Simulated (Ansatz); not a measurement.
Consider TiO$_{2}$ in the rutile structure (space group P4_2/mnm, No. 136; a = 4.5973 Å, c = 2.9543 Å).

Structures relaxed with r2SCAN (Ansatz, a quantum-chemistry and plane-wave program, PAW, no spin-orbit coupling), earlier PAW set.

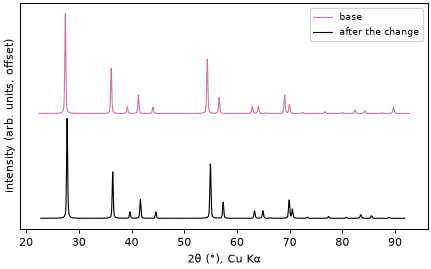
Figure: Simulated powder patterns before (top) and after one change

Task: Which of these changes matches the shifts?
A. pressure 1.5 GPa
B. pressure −1 GPa
C. pressure 7.5 GPa

Result: C, pressure 7.5 GPa. Its volume per atom is 10.10 Å³ against 10.41 Å³, and its space group is P4_2/mnm (No. 136).

Load acts through the strain it causes; cell and atoms are relaxed under it. Whether these cells are dynamically stable was not tested. No other phases were tried under pressure. The final runs are not spin-polarised.
